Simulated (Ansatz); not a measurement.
# AlFe: how the settings move a single-point run

Aim: see which settings change the result for AlFe, by how much, and at what cost.

Program: Ansatz 0.2.0. Level of theory: reference: DFT, PBE, all-electron LAPW, scalar-relativistic. These are calculated values, not measurements.

## (1) Starting point

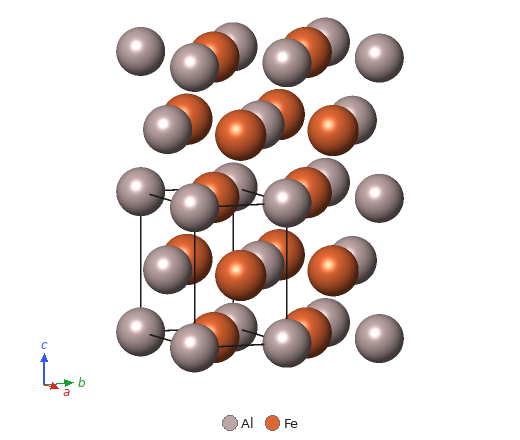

The starting structure, seen slightly off an axis (aluminium light grey, iron orange). 1×2×2 cells are drawn. Atoms on the faces are drawn again on the opposite ones.

As a file:

```
Al Fe
1.0
     0.00000    2.91000    2.91000
     2.91000    0.00000    0.00000
     0.00000    2.91000   -2.91000
Al Fe
2 2
Direct
  0.00000 0.00000 0.00000
  0.50000 0.00000 0.50000
  0.50000 0.50000 0.00000
  0.00000 0.50000 0.50000
```

## (2) Reference

File input.yaml:

```yaml
crystal:
  lattice:
    - [0.0, 2.91, 2.91]
    - [2.91, 0.0, 0.0]
    - [0.0, 2.91, -2.91]
  atoms:
    - { symbol: Al, position: [0.0, 0.0, 0.0] }
    - { symbol: Al, position: [0.5, 0.0, 0.5] }
    - { symbol: Fe, position: [0.5, 0.5, 0.0], spin: 3.0 }
    - { symbol: Fe, position: [0.0, 0.5, 0.5], spin: -3.0 }
magnetization:
  spin_polarized: true
kpoints:
  mp_grid: { grid: [7, 10, 7] }
scf:
  occupations: { method: fermi_dirac, width: 0.1 }
  lower_state_search: "off"
hamiltonian:
  xc: pbe
  pseudopotentials: { kind: all_electron, lapw: { basis_error: 0.001 } }
output:
  forces: true
  stress: true
  eigenvalues: true
  populations: true
```

Launch:

```console
$ ansatz run input.yaml --threads 2 --pin off --max-ram 6144MiB --backend cpu --events-out ev --progress --plain --runs-dir out
```

## (3) Changing settings: mp_grid.shift [0.5, 0.5, 0.5]

Edit input.yaml of step 2 so:

```diff
@@ -13,3 +13,3 @@
 kpoints:
-  mp_grid: { grid: [7, 10, 7] }
+  mp_grid: { grid: [7, 10, 7], shift: [0.5, 0.5, 0.5] }
 scf:
```

Q: Predict the outcome of this session. Wanted: for each run, ending; energy change; pressure; abs. moment; force.

**Answer**, as computed:

| run | ending | energy change | pressure (GPa) | abs. moment (μB) | force (eV/Å) | cycles | time |
| --- | --- | --- | --- | --- | --- | --- | --- |
| reference | converged | 0 | -4.7 | 2.05 | 0.00 | 21 | 30 s |
| 1: mp_grid.shift [0.5, 0.5, 0.5] | converged | -0.6 meV/atom | -4.9 | 2.00 | 0.00 | 20 | 29 s |

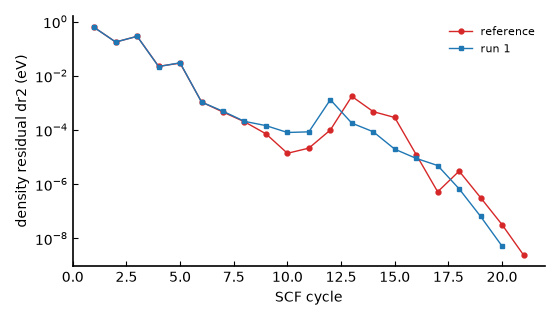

Residual by cycle in the longest SCF loop of each run; runs are numbered as in the table.

Changing the k-point mesh moves the energy by -0.6 meV/atom. Sampling errors of the energy have no fixed sign.
